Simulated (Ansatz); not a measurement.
# O₂+ (quartet): geometry and frequencies at several levels, part 2 of 2

Wanted for O₂+ (quartet): geometry and frequencies at several levels. Charge +1. Spin multiplicity 4.

Ansatz 0.2.0, Gaussian bases.

### Step 9. Relaxation, PBE-D4/def2-SVP

input.yaml reads:

```yaml
crystal:
  periodic: [false, false, false]
  atoms:
    - { symbol: O, position_ang: [0.0, 0.0, -0.10029483] }
    - { symbol: O, position_ang: [0.0, 0.0, 1.28693483] }
magnetization:
  spin_polarized: true
  initial_magnetization: 3
total_charge: 1
basis:
  gaussian: { orbitals: def2-SVP }
hamiltonian:
  xc: pbe
  dispersion: d4
relax:
  f_tol: 0.002
  max_steps: 150
```

The run is started by

```
$ ansatz run input.yaml --threads 1 --pin off --max-ram 2560MiB --backend cpu --events-out ev --progress --plain --runs-dir out
```

The log of the run, cut to the lines that bear on the results:

```text
Warning: RAYON_NUM_THREADS=1 ignored (pool sized by the plan → 1); use --threads N
[...]
Functional definition: PBE
[...]
286 factors; their error is unknown
[...]
mean field -4067.21928489 eV, -149.4675518596 hartree, gradient 1.3e-6 eV, S^2 3.755034; 1 other end points of the search recorded, 0 dependent functions left out
[...]
reference -4067.21929559 eV, -149.4675522527 hartree; 9, 6 occupied and 19, 22 virtual orbitals, 286 factors
relax step   1: F+E_penalty+E_count = -4067.22421423 eV  Δ(F+E_penalty+E_count) = +0.000e0 eV  max|allowed force component| = 2.512e-2 eV/Å  Δτ_max = 0.0000 Å  (37 SCF iters, accepted)
[...]
relax step   2: F+E_penalty+E_count = -4067.22422147 eV  Δ(F+E_penalty+E_count) = -7.241e-6 eV  max|allowed force component| = 1.185e-2 eV/Å  Δτ_max = 0.0002 Å  (18 SCF iters, accepted)
[...]
relax step   3: F+E_penalty+E_count = -4067.22422354 eV  Δ(F+E_penalty+E_count) = -2.067e-6 eV  max|allowed force component| = 2.195e-5 eV/Å  Δτ_max = 0.0002 Å  (18 SCF iters, accepted)
286 factors; their error is unknown
[...]
mean field -4067.21929418 eV, -149.4675522007 hartree, gradient 1.1e-5 eV, S^2 3.755036; 2 other end points of the search recorded, 0 dependent functions left out
[...]
reference -4067.21930487 eV, -149.4675525937 hartree; 9, 6 occupied and 19, 22 virtual orbitals, 286 factors
Total energy: -4067.22423423 eV, -149.4677337443 hartree
Atom 0 at     0.000000    -0.000000    -0.099924 Å, force    -0.000000     0.000000    -0.000022 eV/Å
Atom 1 at    -0.000000     0.000000     1.286564 Å, force     0.000000    -0.000000     0.000022 eV/Å
Dipole moment:     0.000000    -0.000000     0.000000 e Å
```

Run time: 3.3 s. Hardware: 1 thread of Intel Xeon at 2.50GHz (Skylake/Cascade Lake), shared host; peak memory 0.092 GiB.

Relaxation path:

| step | energy from step 1 (eV) | largest force component (eV/Å) |
| --- | --- | --- |
| 1 | 0.0000 | 0.0251 |
| 2 | 0.0000 | 0.0118 |
| 3 | 0.0000 | 0.0000 |

Step 1 is the start.

Before: Bond lengths: O1–O2 1.387 Å.

After: Bond lengths: O1–O2 1.386 Å.

### Step 10. Frequencies, PBE-D4/def2-SVP

input.yaml reads:

```yaml
crystal:
  periodic: [false, false, false]
  atoms:
    - { symbol: O, position_ang: [0.0, 0.0, -0.09992417] }
    - { symbol: O, position_ang: [0.0, 0.0, 1.28656417] }
magnetization:
  spin_polarized: true
  initial_magnetization: 3
total_charge: 1
basis:
  gaussian: { orbitals: def2-SVP }
hamiltonian:
  xc: pbe
  dispersion: d4
phonons: {}
```

The run is started by

```
$ ansatz run input.yaml --threads 1 --pin off --max-ram 2560MiB --backend cpu --events-out ev --progress --plain --runs-dir out
```

The log of the run, cut to the lines that bear on the results:

```text
Warning: RAYON_NUM_THREADS=1 ignored (pool sized by the plan → 1); use --threads N
[...]
[... 1 set-up line as earlier in the session ...]
[...]
286 factors; their error is unknown
[...]
mean field -4067.21929418 eV, -149.4675522007 hartree, gradient 5.2e-5 eV, S^2 3.755035; 1 other end points of the search recorded, 0 dependent functions left out
[...]
reference -4067.21930487 eV, -149.4675525937 hartree; 9, 6 occupied and 19, 22 virtual orbitals, 286 factors
[...]
286 factors; their error is unknown
mean field -4067.21929418 eV, -149.4675522007 hartree, gradient 1.1e-6 eV, S^2 3.755036; 0 other end points of the search recorded, 0 dependent functions left out
[...]
reference -4067.21930487 eV, -149.4675525937 hartree; 9, 6 occupied and 19, 22 virtual orbitals, 286 factors
[...]
286 factors; their error is unknown
[...]
reference -4067.21930487 eV, -149.4675525937 hartree; 9, 6 occupied and 19, 22 virtual orbitals, 286 factors
[...]
286 factors; their error is unknown
mean field -4067.21918726 eV, -149.4675482716 hartree, gradient 7.5e-7 eV, S^2 3.755041; 0 other end points of the search recorded, 0 dependent functions left out
[...]
reference -4067.21919795 eV, -149.4675486645 hartree; 9, 6 occupied and 19, 22 virtual orbitals, 286 factors
[...]
286 factors; their error is unknown
mean field -4067.21918864 eV, -149.4675483225 hartree, gradient 8.8e-7 eV, S^2 3.755030; 0 other end points of the search recorded, 0 dependent functions left out
[...]
reference -4067.21919934 eV, -149.4675487156 hartree; 9, 6 occupied and 19, 22 virtual orbitals, 286 factors
Total energy: -4067.22423423 eV, -149.4677337443 hartree
Atom 0 at     0.000000     0.000000    -0.099924 Å, force    -0.000000     0.000000    -0.000027 eV/Å
Atom 1 at     0.000000     0.000000     1.286564 Å, force     0.000000    -0.000000     0.000027 eV/Å
Dipole moment:     0.000000     0.000000    -0.000000 e Å
Vibrations: 1074.96 cm⁻¹, zero-point energy 0.066639 eV
```

Wall time 4.1 s (1 thread of Intel Xeon at 2.50GHz (Skylake/Cascade Lake), shared host); peak memory 0.094 GiB.

Harmonic frequencies (cm⁻¹; negative: imaginary): 1075.

### Step 11. Relaxation, PBE0-D4/def2-TZVPP

input.yaml reads:

```yaml
crystal:
  periodic: [false, false, false]
  atoms:
    - { symbol: O, position_ang: [0.0, 0.0, -0.10029483] }
    - { symbol: O, position_ang: [0.0, 0.0, 1.28693483] }
magnetization:
  spin_polarized: true
  initial_magnetization: 3
total_charge: 1
basis:
  gaussian: { orbitals: def2-TZVPP }
hamiltonian:
  xc: pbe0
  dispersion: d4
relax:
  f_tol: 0.002
  max_steps: 150
```

The run is started by

```
$ ansatz run input.yaml --threads 1 --pin off --max-ram 2560MiB --backend cpu --events-out ev --progress --plain --runs-dir out
```

The log of the run, cut to the lines that bear on the results:

```text
Warning: RAYON_NUM_THREADS=1 ignored (pool sized by the plan → 1); use --threads N
[...]
Functional definition: PBE0
[...]
302 factors; their error is unknown
[...]
mean field -4071.99093434 eV, -149.6429067423 hartree, gradient 5.5e-6 eV, S^2 3.760446; 0 other end points of the search recorded, 0 dependent functions left out
[...]
reference -4071.99094362 eV, -149.6429070833 hartree; 9, 6 occupied and 53, 56 virtual orbitals, 302 factors
relax step   1: F+E_penalty+E_count = -4071.99491045 eV  Δ(F+E_penalty+E_count) = +0.000e0 eV  max|allowed force component| = 1.668e0 eV/Å  Δτ_max = 0.0000 Å  (29 SCF iters, accepted)
[...]
relax step   4: F+E_penalty+E_count = -4072.03118840 eV  Δ(F+E_penalty+E_count) = -4.966e-5 eV  max|allowed force component| = 9.469e-3 eV/Å  Δτ_max = 0.0009 Å  (31 SCF iters, accepted)
[...]
relax step   5: F+E_penalty+E_count = -4072.03118939 eV  Δ(F+E_penalty+E_count) = -9.910e-7 eV  max|allowed force component| = 2.172e-5 eV/Å  Δτ_max = 0.0001 Å  (32 SCF iters, accepted)
302 factors; their error is unknown
[...]
mean field -4072.02721255 eV, -149.6442399421 hartree, gradient 2.2e-5 eV, S^2 3.760380; 1 other end points of the search recorded, 0 dependent functions left out
[...]
reference -4072.02722184 eV, -149.6442402836 hartree; 9, 6 occupied and 53, 56 virtual orbitals, 302 factors
Total energy: -4072.03119868 eV, -149.6443864297 hartree
Atom 0 at    -0.000000    -0.000000    -0.079431 Å, force     0.000000     0.000000     0.000022 eV/Å
Atom 1 at     0.000000     0.000000     1.266071 Å, force    -0.000000    -0.000000    -0.000022 eV/Å
Dipole moment:     0.000000     0.000000    -0.000000 e Å
```

Run time: 10 s. Hardware: 1 thread of Intel Xeon at 2.50GHz (Skylake/Cascade Lake), shared host; peak memory 0.11 GiB.

Step by step:

```csv
step,energy from step 1 (eV),largest force component (eV/Å)
1,0.0000,1.6678
2,-0.0309,0.6787
3,-0.0362,0.0679
4,-0.0363,0.0095
5,-0.0363,0.0000
```

Step 1 is the start.

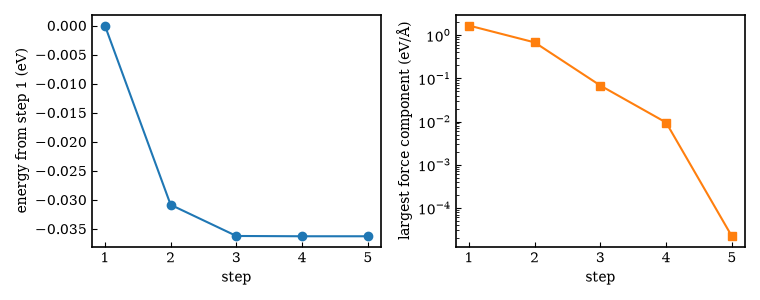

Energy and largest force along the relaxation.

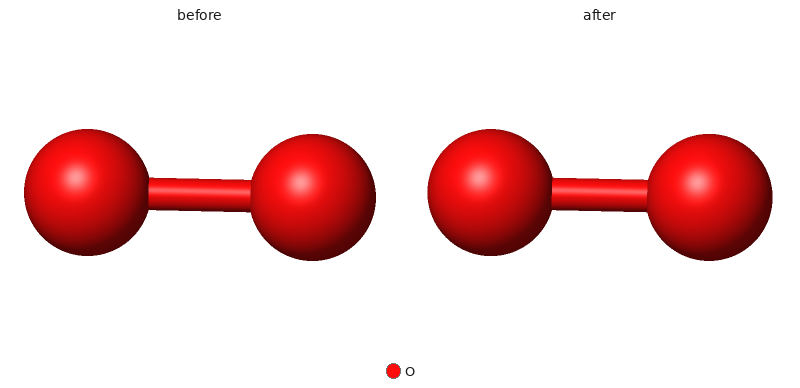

The structure before (left) and after (right) the relaxation, drawn at the same scale. The change is too small to see at this scale.

Before: Bond lengths: O1–O2 1.387 Å.

After: Bond lengths: O1–O2 1.346 Å.

### Step 12. Relaxation, MP2/def2-TZVPP

input.yaml reads:

```yaml
crystal:
  periodic: [false, false, false]
  atoms:
    - { symbol: O, position_ang: [0.0, 0.0, -0.07943091] }
    - { symbol: O, position_ang: [0.0, 0.0, 1.26607091] }
magnetization:
  spin_polarized: true
  initial_magnetization: 3
total_charge: 1
basis:
  gaussian: { orbitals: def2-TZVPP }
correlation:
  method: mp2
scf:
  omitted_lower_state_checks: [cluster_reference]
relax:
  f_tol: 0.002
  max_steps: 40
```

The run is started by

```
$ ansatz run input.yaml --threads 1 --pin off --max-ram 2560MiB --backend cpu --events-out ev --progress --plain --runs-dir out
```

The log of the run:

```text
Warning: RAYON_NUM_THREADS=1 ignored (pool sized by the plan → 1); use --threads N
The last accepted step is kept in <dir> (removed where the run ends without a failure and the disk answers)
Engine: ansatz 0.2.0, x86_64-unknown-linux-gnu
[... 1 set-up line as earlier in the session ...]
  exchange = exact_x
  correlation = 0
these checks for a lower state are left out or cut short: cluster_reference
431 factors; integrals over basis functions are off by at most 4.6e-4 eV
mean field evaluation 1: about -4058.2685 eV, gradient 1.4e1 eV
mean field evaluation 2: about -4058.2687 eV, gradient 1.4e1 eV
mean field evaluation 4: about -4058.9438 eV, gradient 1.1e0 eV
mean field evaluation 8: about -4058.9548 eV, gradient 3.2e-5 eV
mean field evaluation 16: about -4058.9713 eV, gradient 4.4e-3 eV
mean field evaluation 32: about -4058.9548 eV, gradient 6.2e-3 eV
mean field -4058.97127279 eV, -149.1644430054 hartree, gradient 2.0e-6 eV, S^2 3.789817; 6 other end points of the search recorded, 0 dependent functions left out
2 core orbitals not correlated: weight in the atoms' cores, before any rotation towards them, 1.000 or more for the frozen orbitals, at most 0.000 for the correlated occupied ones
reference -4058.97127279 eV, -149.1644430054 hartree; 7, 4 occupied and 53, 56 virtual orbitals, 431 factors
second order -9.24839905 eV of doubles, -0.00000000 eV of singles
the calculation of the forces begins
relax step   1: F+E_penalty+E_count = -4068.21967184 eV  Δ(F+E_penalty+E_count) = +0.000e0 eV  max|allowed force component| = 9.854e0 eV/Å  Δτ_max = 0.0000 Å  (187 SCF iters, accepted)
these checks for a lower state are left out or cut short: starts, cluster_reference, orbital_swaps, neighbouring_geometries, increment
431 factors; integrals over basis functions are off by at most 4.3e-4 eV
mean field -4058.83332952 eV, -149.1593736839 hartree, gradient 1.7e-6 eV, S^2 3.782848; 0 other end points of the search recorded, 0 dependent functions left out
2 core orbitals not correlated: weight in the atoms' cores, before any rotation towards them, 1.000 or more for the frozen orbitals, at most 0.000 for the correlated occupied ones
reference -4058.83332952 eV, -149.1593736839 hartree; 7, 4 occupied and 53, 56 virtual orbitals, 431 factors
second order -8.98349188 eV of doubles, -0.00000000 eV of singles
the calculation of the forces begins
relax step   2: F+E_penalty+E_count = -4067.81682140 eV  Δ(F+E_penalty+E_count) = +4.029e-1 eV  max|allowed force component| = 1.027e1 eV/Å  Δτ_max = 0.0686 Å  (44 SCF iters, rejected (line search))
these checks for a lower state are left out or cut short: starts, cluster_reference, orbital_swaps, neighbouring_geometries, increment
431 factors; integrals over basis functions are off by at most 4.9e-4 eV
mean field evaluation 64: about -4058.9122 eV, gradient 4.8e0 eV
mean field -4059.06132870 eV, -149.1677524993 hartree, gradient 1.7e-6 eV, S^2 3.785796; 0 other end points of the search recorded, 0 dependent functions left out
2 core orbitals not correlated: weight in the atoms' cores, before any rotation towards them, 1.000 or more for the frozen orbitals, at most 0.000 for the correlated occupied ones
reference -4059.06132870 eV, -149.1677524993 hartree; 7, 4 occupied and 53, 56 virtual orbitals, 431 factors
second order -9.26437204 eV of doubles, -0.00000000 eV of singles
the calculation of the forces begins
relax step   3: F+E_penalty+E_count = -4068.32570074 eV  Δ(F+E_penalty+E_count) = -1.060e-1 eV  max|allowed force component| = 4.636e0 eV/Å  Δτ_max = 0.0334 Å  (55 SCF iters, accepted)
[... from here on, the SCF cycles and remarks between the steps are left out ...]
relax step   4: F+E_penalty+E_count = -4068.40634392 eV  Δ(F+E_penalty+E_count) = -8.064e-2 eV  max|allowed force component| = 3.449e0 eV/Å  Δτ_max = 0.0100 Å  (32 SCF iters, accepted)
relax step   5: F+E_penalty+E_count = -4068.07551305 eV  Δ(F+E_penalty+E_count) = +3.308e-1 eV  max|allowed force component| = 9.237e0 eV/Å  Δτ_max = 0.0310 Å  (78 SCF iters, rejected (line search))
relax step   6: F+E_penalty+E_count = -4068.38218623 eV  Δ(F+E_penalty+E_count) = +2.416e-2 eV  max|allowed force component| = 1.067e1 eV/Å  Δτ_max = 0.0155 Å  (76 SCF iters, rejected (line search))
relax step   7: F+E_penalty+E_count = -4068.45334854 eV  Δ(F+E_penalty+E_count) = -4.700e-2 eV  max|allowed force component| = 2.634e0 eV/Å  Δτ_max = 0.0077 Å  (32 SCF iters, accepted)
relax step   8: F+E_penalty+E_count = -4068.02214611 eV  Δ(F+E_penalty+E_count) = +4.312e-1 eV  max|allowed force component| = 9.038e0 eV/Å  Δτ_max = 0.0262 Å  (74 SCF iters, rejected (line search))
relax step   9: F+E_penalty+E_count = -4068.27147462 eV  Δ(F+E_penalty+E_count) = +1.819e-1 eV  max|allowed force component| = 1.010e1 eV/Å  Δτ_max = 0.0131 Å  (88 SCF iters, rejected (line search))
relax step  10: F+E_penalty+E_count = -4068.40809880 eV  Δ(F+E_penalty+E_count) = +4.525e-2 eV  max|allowed force component| = 1.081e1 eV/Å  Δτ_max = 0.0065 Å  (76 SCF iters, rejected (line search))
relax step  11: F+E_penalty+E_count = -4068.46951720 eV  Δ(F+E_penalty+E_count) = -1.617e-2 eV  max|allowed force component| = 2.314e0 eV/Å  Δτ_max = 0.0033 Å  (36 SCF iters, accepted)
relax step  12: F+E_penalty+E_count = -4068.00036397 eV  Δ(F+E_penalty+E_count) = +4.692e-1 eV  max|allowed force component| = 8.963e0 eV/Å  Δτ_max = 0.0241 Å  (76 SCF iters, rejected (line search))
relax step  13: F+E_penalty+E_count = -4068.22670636 eV  Δ(F+E_penalty+E_count) = +2.428e-1 eV  max|allowed force component| = 9.887e0 eV/Å  Δτ_max = 0.0120 Å  (85 SCF iters, rejected (line search))
relax step  14: F+E_penalty+E_count = -4068.34941025 eV  Δ(F+E_penalty+E_count) = +1.201e-1 eV  max|allowed force component| = 1.050e1 eV/Å  Δτ_max = 0.0060 Å  (82 SCF iters, rejected (line search))
relax step  15: F+E_penalty+E_count = -4068.41367371 eV  Δ(F+E_penalty+E_count) = +5.584e-2 eV  max|allowed force component| = 1.084e1 eV/Å  Δτ_max = 0.0030 Å  (78 SCF iters, rejected (line search))
relax step  16: F+E_penalty+E_count = -4068.44660795 eV  Δ(F+E_penalty+E_count) = +2.291e-2 eV  max|allowed force component| = 1.102e1 eV/Å  Δτ_max = 0.0015 Å  (77 SCF iters, rejected (line search))
relax step  17: F+E_penalty+E_count = -4068.46328365 eV  Δ(F+E_penalty+E_count) = +6.234e-3 eV  max|allowed force component| = 1.112e1 eV/Å  Δτ_max = 0.0008 Å  (78 SCF iters, rejected (line search))
relax step  18: F+E_penalty+E_count = -4068.47124612 eV  Δ(F+E_penalty+E_count) = -1.729e-3 eV  max|allowed force component| = 2.278e0 eV/Å  Δτ_max = 0.0004 Å  (42 SCF iters, accepted)
relax step  19: F+E_penalty+E_count = -4068.09980693 eV  Δ(F+E_penalty+E_count) = +3.714e-1 eV  max|allowed force component| = 9.332e0 eV/Å  Δτ_max = 0.0183 Å  (71 SCF iters, rejected (line search))
relax step  20: F+E_penalty+E_count = -4068.27737564 eV  Δ(F+E_penalty+E_count) = +1.939e-1 eV  max|allowed force component| = 1.013e1 eV/Å  Δτ_max = 0.0091 Å  (85 SCF iters, rejected (line search))
relax step  21: F+E_penalty+E_count = -4068.37215575 eV  Δ(F+E_penalty+E_count) = +9.909e-2 eV  max|allowed force component| = 1.062e1 eV/Å  Δτ_max = 0.0046 Å  (74 SCF iters, rejected (line search))
relax step  22: F+E_penalty+E_count = -4068.42128905 eV  Δ(F+E_penalty+E_count) = +4.996e-2 eV  max|allowed force component| = 1.088e1 eV/Å  Δτ_max = 0.0023 Å  (77 SCF iters, rejected (line search))
relax step  23: F+E_penalty+E_count = -4068.44632089 eV  Δ(F+E_penalty+E_count) = +2.493e-2 eV  max|allowed force component| = 1.102e1 eV/Å  Δτ_max = 0.0011 Å  (77 SCF iters, rejected (line search))
relax step  24: F+E_penalty+E_count = -4068.45895703 eV  Δ(F+E_penalty+E_count) = +1.229e-2 eV  max|allowed force component| = 1.109e1 eV/Å  Δτ_max = 0.0006 Å  (76 SCF iters, rejected (line search))
relax step  25: F+E_penalty+E_count = -4068.46530564 eV  Δ(F+E_penalty+E_count) = +5.940e-3 eV  max|allowed force component| = 1.113e1 eV/Å  Δτ_max = 0.0003 Å  (76 SCF iters, rejected (line search))
relax step  26: F+E_penalty+E_count = -4068.46848843 eV  Δ(F+E_penalty+E_count) = +2.758e-3 eV  max|allowed force component| = 1.115e1 eV/Å  Δτ_max = 0.0001 Å  (78 SCF iters, rejected (line search))
relax step  27: F+E_penalty+E_count = -4068.47008104 eV  Δ(F+E_penalty+E_count) = +1.165e-3 eV  max|allowed force component| = 1.116e1 eV/Å  Δτ_max = 0.0001 Å  (126 SCF iters, rejected (line search))
relax step  28: F+E_penalty+E_count = -4068.47087793 eV  Δ(F+E_penalty+E_count) = +3.682e-4 eV  max|allowed force component| = 1.116e1 eV/Å  Δτ_max = 0.0000 Å  (167 SCF iters, rejected (line search))
relax step  29: F+E_penalty+E_count = -4068.47132751 eV  Δ(F+E_penalty+E_count) = -8.139e-5 eV  max|allowed force component| = 2.276e0 eV/Å  Δτ_max = 0.0000 Å  (81 SCF iters, accepted)
relax step  30: F+E_penalty+E_count = -4068.25967649 eV  Δ(F+E_penalty+E_count) = +2.117e-1 eV  max|allowed force component| = 1.004e1 eV/Å  Δτ_max = 0.0100 Å  (80 SCF iters, rejected (line search))
relax step  31: F+E_penalty+E_count = -4068.36268052 eV  Δ(F+E_penalty+E_count) = +1.086e-1 eV  max|allowed force component| = 1.057e1 eV/Å  Δτ_max = 0.0050 Å  (78 SCF iters, rejected (line search))
relax step  32: F+E_penalty+E_count = -4068.41622974 eV  Δ(F+E_penalty+E_count) = +5.510e-2 eV  max|allowed force component| = 1.086e1 eV/Å  Δτ_max = 0.0025 Å  (78 SCF iters, rejected (line search))
relax step  33: F+E_penalty+E_count = -4068.44356080 eV  Δ(F+E_penalty+E_count) = +2.777e-2 eV  max|allowed force component| = 1.101e1 eV/Å  Δτ_max = 0.0013 Å  (79 SCF iters, rejected (line search))
relax step  34: F+E_penalty+E_count = -4068.45736969 eV  Δ(F+E_penalty+E_count) = +1.396e-2 eV  max|allowed force component| = 1.108e1 eV/Å  Δτ_max = 0.0006 Å  (76 SCF iters, rejected (line search))
relax step  35: F+E_penalty+E_count = -4068.46431061 eV  Δ(F+E_penalty+E_count) = +7.017e-3 eV  max|allowed force component| = 1.112e1 eV/Å  Δτ_max = 0.0003 Å  (74 SCF iters, rejected (line search))
relax step  36: F+E_penalty+E_count = -4068.46779111 eV  Δ(F+E_penalty+E_count) = +3.536e-3 eV  max|allowed force component| = 1.114e1 eV/Å  Δτ_max = 0.0002 Å  (75 SCF iters, rejected (line search))
relax step  37: F+E_penalty+E_count = -4068.46953294 eV  Δ(F+E_penalty+E_count) = +1.795e-3 eV  max|allowed force component| = 1.115e1 eV/Å  Δτ_max = 0.0001 Å  (135 SCF iters, rejected (line search))
relax step  38: F+E_penalty+E_count = -4068.47040464 eV  Δ(F+E_penalty+E_count) = +9.229e-4 eV  max|allowed force component| = 1.116e1 eV/Å  Δτ_max = 0.0000 Å  (84 SCF iters, rejected (line search))
relax step  39: F+E_penalty+E_count = -4068.47084046 eV  Δ(F+E_penalty+E_count) = +4.870e-4 eV  max|allowed force component| = 1.116e1 eV/Å  Δτ_max = 0.0000 Å  (145 SCF iters, rejected (line search))
these checks for a lower state are left out or cut short: starts, cluster_reference, orbital_swaps, neighbouring_geometries, increment
431 factors; integrals over basis functions are off by at most 4.8e-4 eV
mean field evaluation 800: about -4059.0215 eV, gradient 2.3e-6 eV
mean field -4059.02154352 eV, -149.1662904206 hartree, gradient 1.6e-10 eV, S^2 3.787398; 1 other end points of the search recorded, 0 dependent functions left out
2 core orbitals not correlated: weight in the atoms' cores, before any rotation towards them, 1.000 or more for the frozen orbitals, at most 0.000 for the correlated occupied ones
reference -4059.02154352 eV, -149.1662904206 hartree; 7, 4 occupied and 53, 56 virtual orbitals, 431 factors
second order -9.44951495 eV of doubles, -0.00000000 eV of singles
the calculation of the forces begins
relax step  40: F+E_penalty+E_count = -4068.47105846 eV  Δ(F+E_penalty+E_count) = +2.690e-4 eV  max|allowed force component| = 1.116e1 eV/Å  Δτ_max = 0.0000 Å  (159 SCF iters, rejected (line search))
[...]
this run last wrote the structure of step 29 to <dir>
Error: geometry relaxation did not converge after 40 steps: max|allowed force component| = 2.28e0 eV/Å (threshold 2.0e-3). Raise `relax.max_steps` over both its present limit and 40, loosen `relax.f_tol`, or start from a geometry closer to equilibrium. Where this run's directory can be resumed (`checkpoint.write`), a resume goes on for up to `relax.max_steps` more
```

Run time: 1.8 min. Hardware: 1 thread of Intel Xeon at 2.50GHz (Skylake/Cascade Lake), shared host; peak memory 0.12 GiB.

The run did not reach its result, so its numbers are not used.

### Step 13. Geometries side by side

| level | O1–O2 (Å) | rotational constants (MHz) | highest frequency (cm⁻¹) | CPU time |
| --- | --- | --- | --- | --- |
| HF/STO-3G | 1.5150 | 27534 | 792 | 1.2 s |
| HF/6-31G* | 1.2927 | 37816 | 1496 | 3.4 s |
| LDA/def2-SVP | 1.3663 | 33849 | 1132 | 2.5 s |
| PBE-D4/def2-SVP | 1.3865 | 32873 | 1075 | 3.2 s |
| PBE0-D4/def2-TZVPP | 1.3455 | 34906 | - | 9.7 s |

Constants are for the commonest isotopes at the equilibrium geometry; times are CPU times of the relaxations.

### Step 14. Results

The summary covers parts 1 to 2.

| quantity | value |
| --- | --- |
| O1–O2 at PBE0-D4/def2-TZVPP | 1.346 Å |
| frequencies at PBE-D4/def2-SVP | 1075 cm⁻¹ |

**Reading.** The O–O distance spreads over 0.222 Å, from HF/6-31G* (shortest) to HF/STO-3G. No mode is imaginary, so the geometry is a minimum. <S²> exceeds the pure value by up to 0.14: some mean fields break spin symmetry, which blurs their results.
